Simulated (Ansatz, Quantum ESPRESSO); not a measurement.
# Hf2CO2 MXene, 1 layer: the gap on the mesh at a withheld member of a series

Method. Quantum ESPRESSO 7.5, PBE, SG15 norm-conserving. Cell and atoms are relaxed under PBE (GBRV files) and held. Screened hybrids with norm-conserving files, screening 0.106 per bohr, fixed occupations, a 9×9×1 mesh with exchange on 3×3×1 q points. Levels count from the potential in the middle of the vacuum. The series steps the share of short-range exact exchange (0.25 is HSE06, 0 is PBE).

```tsv
share of short-range exact exchange	gap on the mesh (eV)
0	0.997
0.1	1.260
0.15	1.394
0.25	1.666
0.3	1.804
0.4	2.085
```

**Question.** What is the gap on the mesh at 0.2?

**Fit.** The rows at 0.15 and 0.25 give a slope of (1.666 − (1.394))/(0.25 − (0.15)) = 2.72, so a straight line gives 1.530 eV. A parabola through these and the row at 0.1 gives 1.529 eV.

**Check.** 1.529 eV. The line misses by +0.001 and the parabola by 0.000 eV. Both misses are under 5 % of the step from the nearer row.

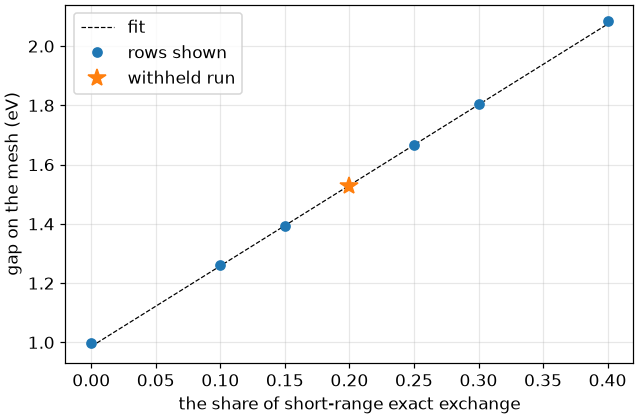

The rows shown, the fit and the withheld run.

Caveats: Gaps are those of the mesh; no spin-orbit coupling; the q mesh was not tested; the geometry stays that of PBE.

[Logs are printed without paths, hosts, clocks, repeated set-up lines and the standing remarks that a program may print on its own settings, such as how far it seeks lower states.]
